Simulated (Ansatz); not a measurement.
**Cl···CH₅ClSi (charge −1): density, localisation and related maps**

Input

```
crystal:
  periodic: [false, false, false]
  atoms:
    - { symbol: Cl, position_ang: [-1.070268, -2.312361, -0.078037] }
    - { symbol: C, position_ang: [-0.05252, 0.376341, 0.992335] }
    - { symbol: Si, position_ang: [0.153122, -0.078354, -0.883412] }
    - { symbol: Cl, position_ang: [0.734159, 1.892559, 1.554367] }
    - { symbol: H, position_ang: [-1.134869, 0.436434, 1.218882] }
    - { symbol: H, position_ang: [0.337258, -0.474761, 1.583589] }
    - { symbol: H, position_ang: [0.843261, 1.238085, -1.350824] }
    - { symbol: H, position_ang: [1.245222, -1.053036, -1.24901] }
    - { symbol: H, position_ang: [-1.055365, -0.024709, -1.78789] }
total_charge: -1
basis:
  gaussian: { orbitals: def2-SVP }
hamiltonian:
  xc: pbe
  dispersion: d4
relax:
  f_tol: 0.03
  max_steps: 50
output:
  orbitals: {}
```

Command:

```sh
ansatz run input.yaml --threads 2 --pin off --max-ram 3072MiB --backend cpu --events-out ev --progress --plain --runs-dir out
```

The fields are those of the relaxed geometry.

Method: RKS PBE-D4/def2-SVP in Ansatz.

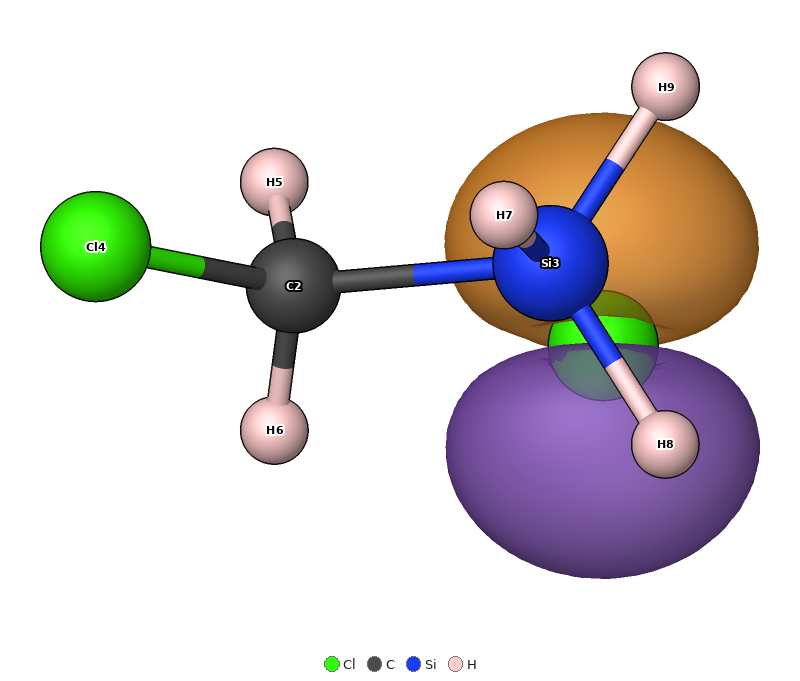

Figure 1. The HOMO at ±0.15 Å⁻³ᐟ² (orange and purple are the two phases), seen from one side.

Q: Describe this orbital and give its energy.

A: It lies mainly on Cl1 (about 95 %); largely a lone pair of Cl1. Its energy is −0.46 eV.

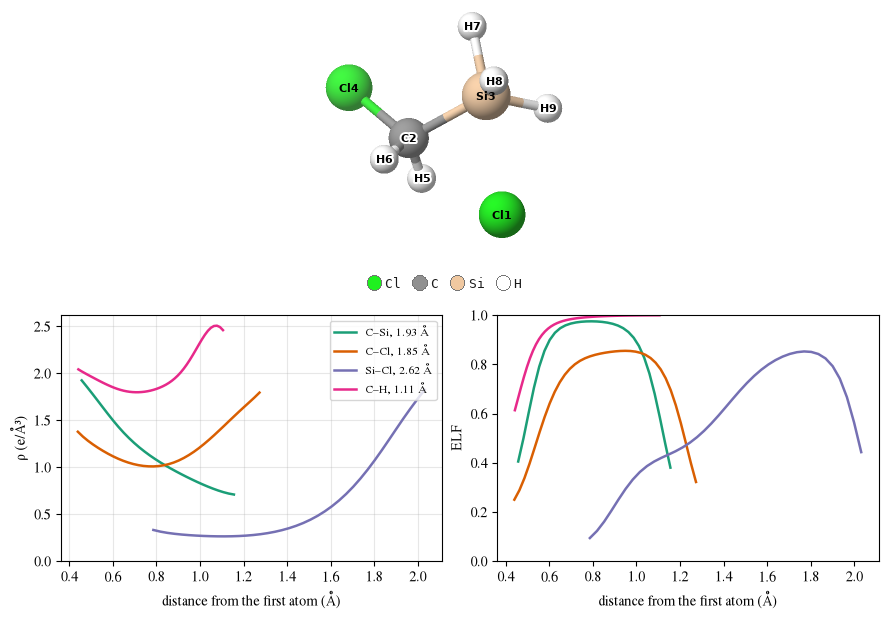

Figure 2. Electron density and electron localisation function along straight lines between neighbouring atoms. The curves leave out the atomic cores. The structure is drawn too.

Q: Compare the contacts.

A: C–Si (1.93 Å): the density is about 0.87 e/Å³ at the midpoint; the ELF peaks at about 1 between the atoms, as expected for a covalent bond.
C–Cl (1.85 Å): ρ at the midpoint is about 1.1 e/Å³; the ELF peaks at about 0.85 between the atoms (localised, covalent bonding).
Si3···Cl1 (2.62 Å): the density falls to about 0.26 e/Å³ on the way; the ELF peaks at about 0.85 in the valence shell of Cl, 0.9 Å from its nucleus, and is about 0.55 at the midpoint.
C–H (1.11 Å): ρ is about 1.9 e/Å³ halfway; the ELF climbs to about 1 towards the hydrogen, as it does in any bond to H: an ordinary covalent bond to hydrogen.

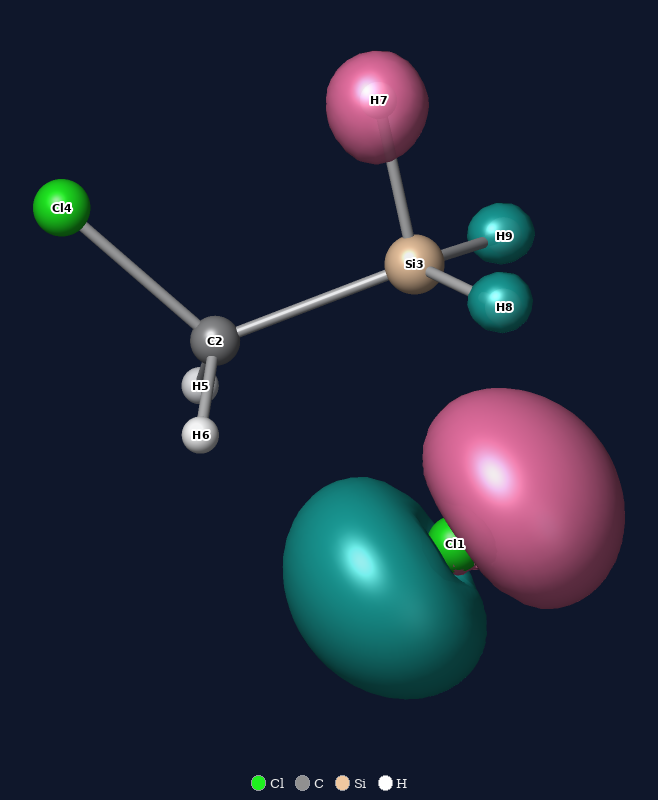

Figure 3. The HOMO−1 at ±0.15 Å⁻³ᐟ² (teal and pink are the two phases), seen at a tilt.

Q: Where does this orbital lie, and at what energy?

A: Its weight (Hirshfeld) is mainly on Cl1 (about 85 %); largely a lone pair of Cl1. Its energy is −0.49 eV.
